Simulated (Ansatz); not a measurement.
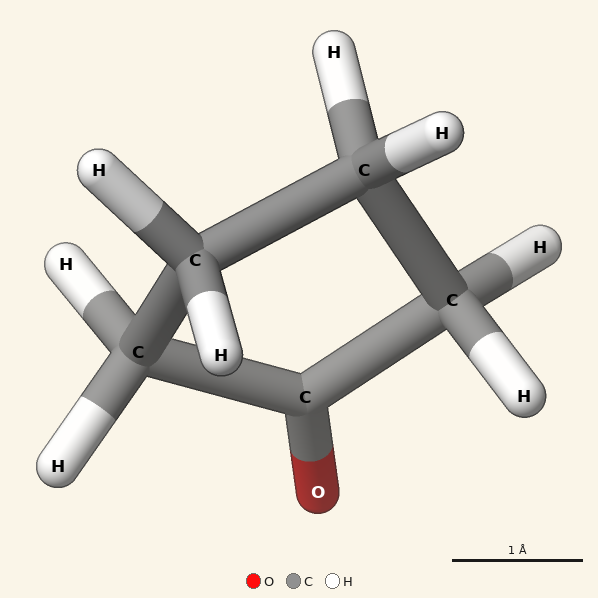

The picture shows a molecular structure as a stick model.

**Which formula does it have?**

C5H8O, 14 atoms: 5 carbon, 8 hydrogen and 1 oxygen.

**Count the bonded pairs by element.**

8 C–H, 5 C–C, 1 C–O.

More results for the same structure follow; atom numbers are the same in all pictures, views and colours differ. The geometry was computed by an optimisation with PBE0-D4/def2-TZVP.

## Geometry

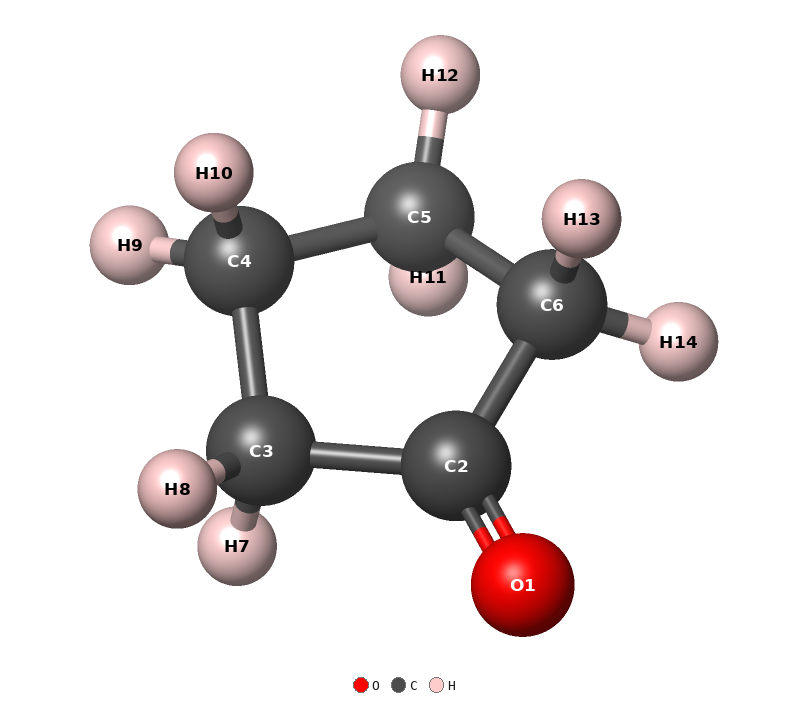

Atoms carry their numbers in the input.

**What is the geometry at C4?**

C4 has 4 neighbours (C3 at 1.52, C5 at 1.53, H9 at 1.09, H10 at 1.09 Å); the arrangement is tetrahedral.

**Describe the coordination of atom 3.**

C3 has 4 neighbours (C2 at 1.52, C4 at 1.52, H7 at 1.10, H8 at 1.09 Å); the arrangement is tetrahedral.

**How are the neighbours of atom 2 arranged?**

C2 has 3 neighbours (O1 at 1.20, C3 at 1.52, C6 at 1.52 Å); the arrangement is trigonal planar.

**What is the dihedral angle C2–C3–C4–C5?**

31° in size, that is gauche.

## Levels of theory compared

Program: Ansatz 0.2.0.

Tabulate HOMO energy (eV), dipole (D), HOMO–LUMO gap (eV) at these levels: B3LYP-D4/def2-TZVPP; PBE-D4/def2-TZVPP; r2SCAN-D4/def2-TZVPP; ωB97M-V/def2-TZVPP.

```json
{"level": "B3LYP-D4/def2-TZVPP", "HOMO energy (eV)": "−6.75", "dipole (D)": "3.14", "HOMO–LUMO gap (eV)": "6.03"}
{"level": "PBE-D4/def2-TZVPP", "HOMO energy (eV)": "−5.44", "dipole (D)": "2.98", "HOMO–LUMO gap (eV)": "3.85"}
{"level": "r2SCAN-D4/def2-TZVPP", "HOMO energy (eV)": "−5.72", "dipole (D)": "3.10", "HOMO–LUMO gap (eV)": "4.39"}
{"level": "ωB97M-V/def2-TZVPP", "HOMO energy (eV)": "−9.34", "dipole (D)": "3.15", "HOMO–LUMO gap (eV)": "11.11"}
```

## Thermal motion

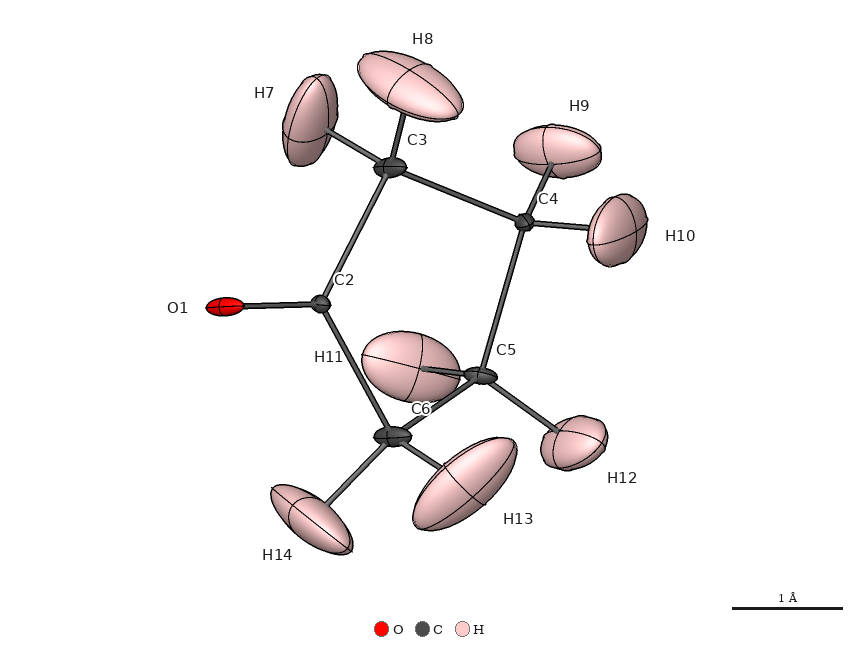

Displacement ellipsoids at the 50 % level, enlarged 1.5 times, from the internal vibrations of the free molecule (harmonic, no overall translation or rotation; no half-axis is drawn under 0.075 Å). Vibrations computed with RKS PBE0-D4/def2-TZVP (Ansatz 0.2.0). Temperature: 298 K.

**Which atom has the largest mean-square displacement?**

H8, H14, with U_eq = 0.0309 Å².

**Does H8 move more along its bond or across it?**

Across it: the root-mean-square amplitude is 0.101 Å along the bond and up to 0.263 Å across, since bending and torsion are softer than stretching.

Give the displacement parameters, one line for each set of equivalent atoms.

```csv
atom,U_eq (Å²),rms amplitudes (Å)
O1,0.0046,"0.032, 0.036, 0.108"
C2,0.0016,"0.032, 0.035, 0.050"
"C3, C6",0.0042,"0.034, 0.040, 0.099"
"C4, C5",0.0025,"0.035, 0.038, 0.070"
"H7, H13",0.0306,"0.090, 0.130, 0.258"
"H8, H14",0.0309,"0.084, 0.129, 0.263"
"H9, H12",0.0210,"0.082, 0.121, 0.204"
"H10, H11",0.0237,"0.083, 0.136, 0.214"
```

## Charges

The questions are on Mulliken charges. Level of theory: RKS r2SCAN-D4/def2-TZVPP (Ansatz 0.2.0).

List the Mulliken charges.

```
atom  value (e)
  O1      −0.31
  C2       0.15
  C3      −0.04
  C4      −0.05
  C5      −0.05
  C6      −0.04
  H7       0.05
  H8       0.05
  H9       0.03
 H10       0.03
 H11       0.03
 H12       0.03
 H13       0.05
 H14       0.05
```

Mulliken values depend strongly on the basis set and can even reverse the polarity of a bond.
